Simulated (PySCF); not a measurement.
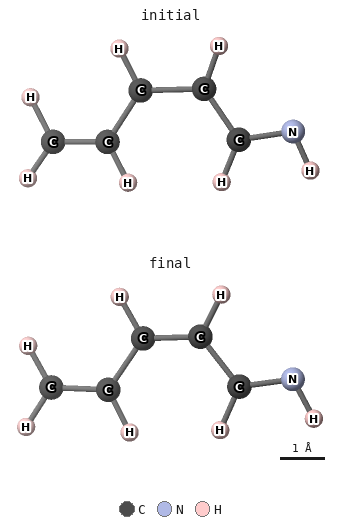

The structure of C5H7N before (top) and after (bottom) a relaxation, at one scale.

Style: ball-and-stick. Shown at a tilt.

The start comes from MMFF94s. Its atoms were then displaced at random by about 0.03 Å.

Level of theory: PBE0-D3(BJ)/def2-SVP geometry optimisation, gas phase in PySCF. 

### Describe what moved and what it gained.

The largest move after the best rigid fit is that of an H atom, 0.090 Å. By element the largest moves are H 0.090 Å, C 0.084 Å, N 0.007 Å. Near-neighbour distances that change, for instance: C–C 1.500 → 1.352 Å, C–C 1.273 → 1.342 Å, C–H 1.152 → 1.095 Å, C–H 1.056 → 1.106 Å. Among the angles between lasting bonds that change: C–C–H 124.9° → 114.3°, C–C–H 112.4° → 119.5°, C–C–H 122.7° → 116.9°. The energy falls by 25.3 kcal/mol in 12 geometry steps. Cost: 59 s on 1 thread of Arm Neoverse V1, on a shared host.
